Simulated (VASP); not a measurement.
Band structure of Sr (fcc). Calculation: optB88-vdW, VASP's PBE PAW potentials (set 64) (plane waves; VASP).

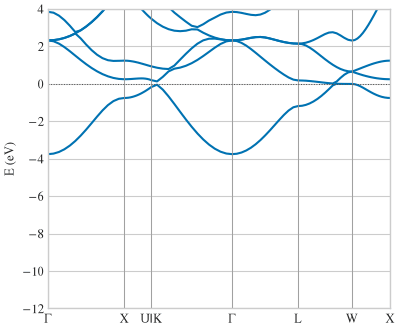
Fig. 1. Bands along high-symmetry lines, zero at the valence-band maximum or, without a gap, the Fermi level

Q: Read the plot: is there a gap, and where are the band edges?

A: The gap is indirect, 0.01 eV, from the valence maximum at L-W at 0.71 to the conduction minimum at L-W at 0.64. (Edges off the drawn lines would not show.)

The compound is Sr in the fcc structure. It was relaxed first, which changed the volume by -8 %.
